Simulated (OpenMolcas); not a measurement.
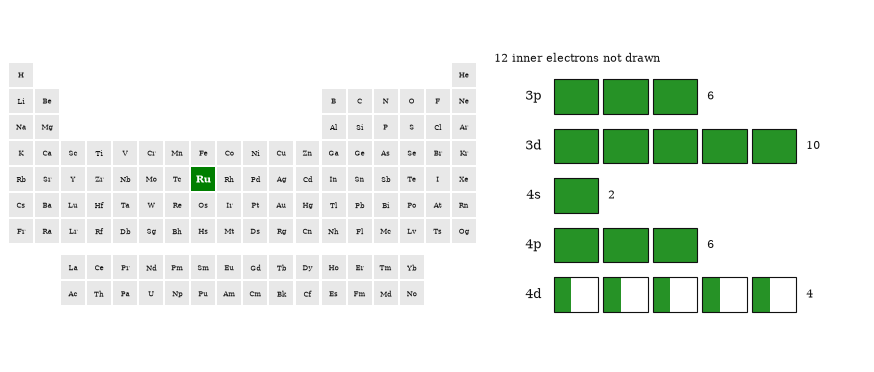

Left, the place of ruthenium in the periodic table; right, the outer shells of the leading configuration of the lowest level: a box for each of the 2l + 1 orbitals, shaded by the share of the shell that is filled, with the electron count at the right.

# Ru⁴⁺ complex: multiconfigurational calculation (part 1 of 2)

- system: Ru⁴⁺ with 6 ligands (F; octahedron, 1.93 Å), neutralised by 6 outer point charges of +0.33 e, whose field is part of the energies.
- method: state-averaged CASSCF, active space 4 electrons in the shell 4d, basis ANO-RCC-VDZP on the metal and ANO-RCC-VDZP on the ligands, DKH2 scalar Hamiltonian, spin-orbit coupling by RASSI with atomic mean-field integrals (OpenMolcas)

The input:
```
&GATEWAY
Coord
7

Ru 0.0 0.0 0.0
F 1.930000 0.000000 0.000000
F 0.000000 1.930000 0.000000
F -1.930000 0.000000 0.000000
F 0.000000 -1.930000 0.000000
F 0.000000 0.000000 1.930000
F 0.000000 0.000000 -1.930000
Basis=Ru.ANO-RCC-VDZP,F.ANO-RCC-VDZP
Group=XYZ
NoMove
AngMom=0.0 0.0 0.0
AMFI
RICD
XField
3 Angstrom 0
5.130000 0.000000 0.000000 0.333333
0.000000 5.130000 0.000000 0.333333
0.000000 0.000000 5.130000 0.333333
&SEWARD
&RASSCF
FileOrb=start.orb
Symmetry=1
Spin=5
nActEl=4 0 0
Inactive=24 24
Ras2=5 0
CIRoot=5 5 1
SDav=5
CIMx=300
Iter=150 100
PrWF=0.3
OrbListing=Nothing
MaxOrb=0
LevShft=1.0
>>> COPY $Project.JobIph JOB001
&RASSCF
FileOrb=start.orb
Symmetry=1
Spin=3
nActEl=4 0 0
Inactive=24 24
Ras2=5 0
CIRoot=45 45 1
SDav=45
CIMx=300
Iter=150 100
PrWF=0.3
OrbListing=Nothing
MaxOrb=0
LevShft=1.0
>>> COPY $Project.JobIph JOB002
&RASSCF
FileOrb=start.orb
Symmetry=1
Spin=1
nActEl=4 0 0
Inactive=24 24
Ras2=5 0
CIRoot=50 50 1
SDav=50
CIMx=300
Iter=150 100
PrWF=0.3
OrbListing=Nothing
MaxOrb=0
LevShft=1.0
>>> COPY $Project.JobIph JOB003
&RASSI
NrOfJobIphs=3 5 45 50
1 2 3 4 5
1 2 3 4 5 6 7 8 9 10 11 12 13 14 15 16 17 18 19 20 21 22 23 24 25 26 27
28 29 30 31 32 33 34 35 36 37 38 39 40 41 42 43 44 45
1 2 3 4 5 6 7 8 9 10 11 12 13 14 15 16 17 18 19 20 21 22 23 24 25 26 27
28 29 30 31 32 33 34 35 36 37 38 39 40 41 42 43 44 45 46 47 48 49 50
IphNames
JOB001
JOB002
JOB003
EJob
SpinOrbit
DIPRint=1.0
SOCoupling=1000.0
Subsets=2
Property=9
'ANGMOM' 1 'ANGMOM' 2 'ANGMOM' 3 'MLTPL  1' 1 'MLTPL  1' 2 'MLTPL  1' 3
'AMFI' 1 'AMFI' 2 'AMFI' 3
SOProperty=3
'ANGMOM' 1 'ANGMOM' 2 'ANGMOM' 3
```

The file start.orb holds starting orbitals from an earlier step. A driver script formed the levels outside the program, from RASSI's spin-orbit matrix and the active-space energies, averaged over the components of each term or state.

Run as:
```bash
OMP_NUM_THREADS=1 MOLCAS_MEM=2457 MOLCAS_PROJECT=a pymolcas a.inp > a.log  # once for each step of the input, in one work folder
```

Log (extracts):
```
--- SEWARD ---
Basis set label: RU.ANO-RCC...6S5P3D1F.

      Electronic valence basis set:
      ------------------
      Associated Effective Charge  44.000000 au
      Associated Actual Charge     44.000000 au
      Nuclear Model: Point charge

      Shell  nPrim  nBasis  Cartesian Spherical Contaminant
         s      21       6        X
         p      18       5        X
         d      13       3                 X
         f       6       1                 X
                  Relativistic Douglas-Kroll-Hess integrals:
                    - DKH order of Hamiltonian: 2
                    - DKH order of Properties : 0
                  Atomic mean-field integrals
--- RASSCF ---
Wave function specifications:
      -----------------------------

      Number of closed shell electrons          96
      Number of electrons in active shells       4
      Max number of holes in RAS1 space          0
      Max nr of electrons in RAS3 space          0
      Number of inactive orbitals               48
      Number of active orbitals                  5
      Number of secondary orbitals              74
      Spin quantum number                      2.0
      State symmetry                             1
Orbital specifications:
      -----------------------

      Symmetry species                           1   2
                                                ag  au
      Frozen orbitals                            0   0
      Inactive orbitals                         24  24
      Active orbitals                            5   0
      RAS1 orbitals                              0   0
      RAS2 orbitals                              5   0
      RAS3 orbitals                              0   0
      Secondary orbitals                        34  40
      Deleted orbitals                           0   0
      Number of basis functions                 63  64
      Number of CSFs                             5
      Number of root(s) required                 5
      Iter CI   SX   CI       RASSCF       Energy    max ROT     max BLB   max BLB  Level Ln srch  Step   QN
          iter iter root      energy       change     param      element    value   shift minimum  type update
 Nr of preliminary CI iterations:   1
      Total energies have been shifted. Add                -5000.00 au
        1   1   10    0  -123.78223729    0.00E+00  -1.03E-01*  29  35 1  3.13E-01*  1.24   0.00    SX    NO
        2   1   10    0  -124.84768460   -1.07E+00* -1.04E-01*  24  27 1  1.69E-01*  0.91   0.00    SX    NO
        3   1   10    0  -125.06068283   -2.13E-01* -5.57E-02   24  27 1  8.23E-02*  0.71   0.00    SX    NO
        4   1   10    0  -125.10289491   -4.22E-02*  2.70E-02   24  27 1  3.92E-02*  0.65   0.00    SX    NO
        5   1    9    0  -125.11341654   -1.05E-02*  2.40E-02   24  27 1  2.02E-02*  0.63   2.00    LS   YES
        6   1    9    0  -125.11693433   -3.52E-03*  5.40E-03   25  31 1 -6.60E-03*  0.62   1.13    QN   YES
        7   1    9    0  -125.11739725   -4.63E-04*  2.27E-03    9  37 2 -3.94E-03*  0.62   1.43    LS   YES
        8   1    8    0  -125.11744252   -4.53E-05* -6.58E-04    9  37 2 -3.49E-03*  0.62   1.01    QN   YES
        9   1    7    0  -125.11747620   -3.37E-05*  3.20E-04   12  30 1 -7.32E-04*  0.62   1.16    QN   YES
       10   1    7    0  -125.11748054   -4.34E-06*  1.41E-04    7  35 2  3.17E-04*  0.62   1.18    QN   YES
       11   1    6    0  -125.11748121   -6.67E-07*  5.19E-05    7  35 2  9.94E-05   0.62   1.31    QN   YES
       12   1    5    0  -125.11748129   -8.38E-08*  1.87E-05   12  36 1 -4.42E-05   0.62   1.15    QN   YES
       13   1    5    0  -125.11748130   -6.69E-09   1.15E-05   12  36 1 -1.94E-05   0.62   1.40    QN   YES
      Convergence after 13 iterations
       14   1    5    0  -125.11748130   -1.26E-09   1.15E-05   12  36 1 -3.83E-06   0.62   1.40    QN   YES
      Natural orbitals and occupation numbers for root  1
      sym 1:   1.000000   1.000000   1.000000   1.000000   0.000000
      Natural orbitals and occupation numbers for root  2
      sym 1:   1.000000   1.000000  -0.000000   1.000000   1.000000
      Natural orbitals and occupation numbers for root  3
      sym 1:   0.000000   1.000000   1.000000   1.000000   1.000000
::    RASSCF root number  1 Total energy:  -5125.19697226
::    RASSCF root number  2 Total energy:  -5125.19697226
::    RASSCF root number  3 Total energy:  -5125.06448733
::    RASSCF root number  4 Total energy:  -5125.06448733
::    RASSCF root number  5 Total energy:  -5125.06448733
--- RASSCF ---
Wave function specifications:
      -----------------------------

      Number of closed shell electrons          96
      Number of electrons in active shells       4
      Max number of holes in RAS1 space          0
      Max nr of electrons in RAS3 space          0
      Number of inactive orbitals               48
      Number of active orbitals                  5
      Number of secondary orbitals              74
      Spin quantum number                      1.0
      State symmetry                             1
Orbital specifications:
      -----------------------

      Symmetry species                           1   2
                                                ag  au
      Frozen orbitals                            0   0
      Inactive orbitals                         24  24
      Active orbitals                            5   0
      RAS1 orbitals                              0   0
      RAS2 orbitals                              5   0
      RAS3 orbitals                              0   0
      Secondary orbitals                        34  40
      Deleted orbitals                           0   0
      Number of basis functions                 63  64
      Number of CSFs                            45
      Number of root(s) required                45
      Iter CI   SX   CI       RASSCF       Energy    max ROT     max BLB   max BLB  Level Ln srch  Step   QN
          iter iter root      energy       change     param      element    value   shift minimum  type update
 Nr of preliminary CI iterations:   1
      Total energies have been shifted. Add                -5000.00 au
        1   1    9    0  -125.01076106    0.00E+00  -8.28E-03   28  34 1 -1.22E-02*  0.65   0.00    SX    NO
        2   1    9    0  -125.01200657   -1.25E-03*  4.94E-03   20  28 1 -6.48E-03*  0.65   0.00    SX    NO
        3   1    9    0  -125.01235120   -3.45E-04*  2.97E-03   20  28 1 -3.89E-03*  0.64   0.00    SX    NO
        4   1    9    0  -125.01245871   -1.08E-04*  1.82E-03   20  28 1 -2.39E-03*  0.64   0.00    SX    NO
        5   1    8    0  -125.01249451   -3.58E-05*  2.53E-03   20  28 1 -1.48E-03*  0.64   2.40    LS   YES
        6   1    7    0  -125.01251322   -1.87E-05*  2.44E-04   18  30 1 -3.84E-04*  0.64   1.02    QN   YES
        7   1    7    0  -125.01251421   -9.86E-07*  3.42E-04   17  29 1  2.41E-04*  0.64   2.40    LS   YES
        8   1    7    0  -125.01251475   -5.38E-07* -9.45E-05   10  37 2 -1.38E-04*  0.64   1.05    QN   YES
        9   1    6    0  -125.01251483   -8.09E-08*  6.59E-05   17  29 1  4.21E-05   0.64   1.34    QN   YES
       10   1    5    0  -125.01251485   -2.02E-08* -1.64E-05   18  32 2  1.69E-05   0.64   1.18    QN   YES
       11   1    5    0  -125.01251485   -2.18E-09  -3.60E-06   16  37 2  7.89E-06   0.64   1.25    QN   YES
      Convergence after 11 iterations
       12   1    5    0  -125.01251485   -3.37E-10  -3.60E-06   18  36 1  2.59E-06   0.64   1.25    QN   YES
      Natural orbitals and occupation numbers for root  1
      sym 1:   0.999807   0.013475   1.000199   1.979667   0.006852
      Natural orbitals and occupation numbers for root  2
      sym 1:   1.980574   0.006489   0.999097   1.000939   0.012900
      Natural orbitals and occupation numbers for root  3
      sym 1:   1.980456   0.999094   0.012992   1.000939   0.006520
::    RASSCF root number  1 Total energy:  -5125.23837143
::    RASSCF root number  2 Total energy:  -5125.23837143
::    RASSCF root number  3 Total energy:  -5125.23837143
::    RASSCF root number  4 Total energy:  -5125.12476922
::    RASSCF root number  5 Total energy:  -5125.12476922
::    RASSCF root number  6 Total energy:  -5125.11770668
::    RASSCF root number  7 Total energy:  -5125.11770668
::    RASSCF root number  8 Total energy:  -5125.11770668
::    RASSCF root number  9 Total energy:  -5125.11414031
::    RASSCF root number 10 Total energy:  -5125.11414031
::    RASSCF root number 11 Total energy:  -5125.11414031
::    RASSCF root number 12 Total energy:  -5125.10792210
::    RASSCF root number 13 Total energy:  -5125.10295523
::    RASSCF root number 14 Total energy:  -5125.09569283
::    RASSCF root number 15 Total energy:  -5125.09569283
::    RASSCF root number 16 Total energy:  -5125.04918904
::    RASSCF root number 17 Total energy:  -5125.04918904
::    RASSCF root number 18 Total energy:  -5125.04918904
::    RASSCF root number 19 Total energy:  -5125.04607952
::    RASSCF root number 20 Total energy:  -5125.04607952
::    RASSCF root number 21 Total energy:  -5125.04607952
::    RASSCF root number 22 Total energy:  -5124.99241724
::    RASSCF root number 23 Total energy:  -5124.99241724
::    RASSCF root number 24 Total energy:  -5124.99241724
::    RASSCF root number 25 Total energy:  -5124.98926016
::    RASSCF root number 26 Total energy:  -5124.98926016
::    RASSCF root number 27 Total energy:  -5124.98926016
::    RASSCF root number 28 Total energy:  -5124.97323548
::    RASSCF root number 29 Total energy:  -5124.97323548
::    RASSCF root number 30 Total energy:  -5124.96726470
--- RASSCF ---
Wave function specifications:
      -----------------------------

      Number of closed shell electrons          96
      Number of electrons in active shells       4
      Max number of holes in RAS1 space          0
      Max nr of electrons in RAS3 space          0
      Number of inactive orbitals               48
      Number of active orbitals                  5
      Number of secondary orbitals              74
      Spin quantum number                      0.0
      State symmetry                             1
Orbital specifications:
      -----------------------

      Symmetry species                           1   2
                                                ag  au
      Frozen orbitals                            0   0
      Inactive orbitals                         24  24
      Active orbitals                            5   0
      RAS1 orbitals                              0   0
      RAS2 orbitals                              5   0
      RAS3 orbitals                              0   0
      Secondary orbitals                        34  40
      Deleted orbitals                           0   0
      Number of basis functions                 63  64
      Number of CSFs                            50
      Number of root(s) required                50
      Iter CI   SX   CI       RASSCF       Energy    max ROT     max BLB   max BLB  Level Ln srch  Step   QN
          iter iter root      energy       change     param      element    value   shift minimum  type update
 Nr of preliminary CI iterations:   1
      Total energies have been shifted. Add                -5000.00 au
        1   1    9    0  -124.96091059    0.00E+00  -3.94E-03   28  34 1 -5.38E-03*  0.63   0.00    SX    NO
        2   1    9    0  -124.96122330   -3.13E-04*  2.30E-03   20  28 1 -3.01E-03*  0.63   0.00    SX    NO
        3   1    8    0  -124.96130900   -8.57E-05*  1.41E-03   20  28 1 -1.84E-03*  0.63   0.00    SX    NO
        4   1    8    0  -124.96133573   -2.67E-05*  8.64E-04   20  28 1 -1.13E-03*  0.63   0.00    SX    NO
        5   1    8    0  -124.96134474   -9.00E-06*  1.29E-03   20  28 1 -7.11E-04*  0.63   2.50    LS   YES
        6   1    7    0  -124.96134955   -4.81E-06* -1.30E-04   17  29 1  1.92E-04*  0.63   0.97    QN   YES
        7   1    7    0  -124.96134984   -2.91E-07* -1.94E-04   17  29 1  1.24E-04*  0.63   2.50    LS   YES
        8   1    6    0  -124.96134997   -1.33E-07* -5.88E-05   28  34 1 -4.61E-05   0.63   0.91    QN   YES
        9   1    6    0  -124.96134999   -2.22E-08* -8.82E-05   18  32 2  2.39E-05   0.63   2.50    LS   YES
       10   1    6    0  -124.96134999    2.25E-09   4.46E-05   22  59 1  5.85E-05   0.63   0.61    QN   YES
      Convergence after 10 iterations
       11   1    6    0  -124.96134999   -1.30E-10   4.46E-05   18  32 2  2.14E-05   0.63   0.61    QN   YES
      Natural orbitals and occupation numbers for root  1
      sym 1:   0.921333   0.036159   1.949118   1.084967   0.008424
      Natural orbitals and occupation numbers for root  2
      sym 1:   0.946959   0.036921   1.951978   1.055694   0.008450
      Natural orbitals and occupation numbers for root  3
      sym 1:   1.950819   0.008500   0.936764   1.067140   0.036777
::    RASSCF root number  1 Total energy:  -5125.19558741
::    RASSCF root number  2 Total energy:  -5125.19558741
::    RASSCF root number  3 Total energy:  -5125.19558741
::    RASSCF root number  4 Total energy:  -5125.18976991
::    RASSCF root number  5 Total energy:  -5125.18976991
::    RASSCF root number  6 Total energy:  -5125.14519867
::    RASSCF root number  7 Total energy:  -5125.08468408
::    RASSCF root number  8 Total energy:  -5125.08468408
::    RASSCF root number  9 Total energy:  -5125.08468408
::    RASSCF root number 10 Total energy:  -5125.08397565
::    RASSCF root number 11 Total energy:  -5125.07511752
::    RASSCF root number 12 Total energy:  -5125.07511752
::    RASSCF root number 13 Total energy:  -5125.07511752
::    RASSCF root number 14 Total energy:  -5125.06702160
::    RASSCF root number 15 Total energy:  -5125.06702160
::    RASSCF root number 16 Total energy:  -5125.02899479
::    RASSCF root number 17 Total energy:  -5125.00970123
::    RASSCF root number 18 Total energy:  -5125.00970123
::    RASSCF root number 19 Total energy:  -5125.00970123
::    RASSCF root number 20 Total energy:  -5125.00273195
::    RASSCF root number 21 Total energy:  -5125.00273195
::    RASSCF root number 22 Total energy:  -5125.00273195
::    RASSCF root number 23 Total energy:  -5124.96202158
::    RASSCF root number 24 Total energy:  -5124.96202158
::    RASSCF root number 25 Total energy:  -5124.96202158
::    RASSCF root number 26 Total energy:  -5124.95533286
::    RASSCF root number 27 Total energy:  -5124.95533286
::    RASSCF root number 28 Total energy:  -5124.94966387
::    RASSCF root number 29 Total energy:  -5124.92477614
::    RASSCF root number 30 Total energy:  -5124.92477614
```

(Continued in part 2.) Outcome of the run: converged.
